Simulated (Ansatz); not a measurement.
# The cluster GeSb₂: geometry, orbitals and charge

What does the cluster GeSb₂ look like as a singlet, and where do its frontier electrons sit?

Program: Ansatz 0.2.0, Gaussian basis. Level of theory: RKS PBE0-D4/def2-TZVP. These are calculated values, not measurements.

Plan: relaxation at PBE-D4/def2-TZVP; a search for the lowest solution at PBE0-D4/def2-SVP; a single point at PBE0-D4/def2-TZVP.

4 further runs of the same task are left out: 4 set aside as unsound or not needed.

## (1) Where the work starts

3 atoms, charge 0, spin multiplicity 1.

Atoms are counted from 1 here; the program's logs count them from 0.

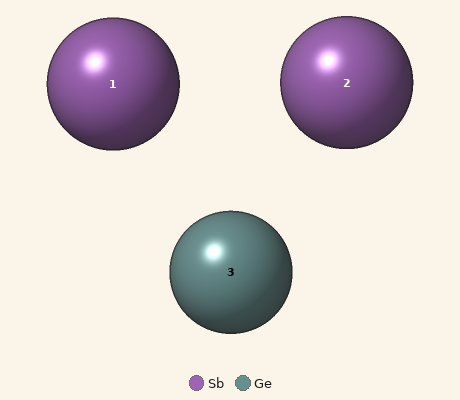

As it starts; antimony purple, germanium teal; atoms are numbered from 1 in the order of the file.

Sb takes a core potential in the def2 sets. No spin-orbit coupling is included.

The start is a GFN2-xTB geometry.

## (2) Optimising with PBE-D4/def2-TZVP

in.yaml reads:

```yaml
crystal:
  periodic: [false, false, false]
  atoms:
    - {symbol: Sb, position_ang: [0.481700, -1.389310, 0.417140]}
    - {symbol: Sb, position_ang: [0.686270, 1.292530, 0.441090]}
    - {symbol: Ge, position_ang: [-1.167970, 0.096780, -0.858230]}
basis:
  gaussian: {orbitals: def2-TZVP}
hamiltonian: {xc: pbe, dispersion: d4}
scf: {lower_state_search: "off"}
output: {orbitals: {seedname: orbitals}}
relax: {f_tol: 0.02, max_steps: 100}
```

Run with:

```sh
> ansatz run in.yaml --threads 2 --pin off --events-out ev --progress --plain --max-ram 4352MiB
```

Further steps of the session: Searching for the lowest solution, PBE0-D4/def2-SVP; Single point, PBE0-D4/def2-TZVP.

Before running them: what should the planned runs give, taken together? Wanted: point group; commonest bond; HOMO, LUMO at PBE0-D4/def2-TZVP; dipole at PBE-D4/def2-TZVP.

**Answer**, as computed:

| quantity | value |
| --- | --- |
| point group | C2v |
| commonest bond | Ge–Sb, 2 of mean length 2.642 Å |
| HOMO, LUMO at PBE0-D4/def2-TZVP | -6.13, -3.26 eV |
| dipole at PBE-D4/def2-TZVP | 0.18 D |

**Reading.** The molecule keeps its bonding pattern by the stored test; the atoms moved 0.04 Å (rms). No usable vibrations, so a minimum isn't proven. Whether this spin is the lowest isn't tested here.
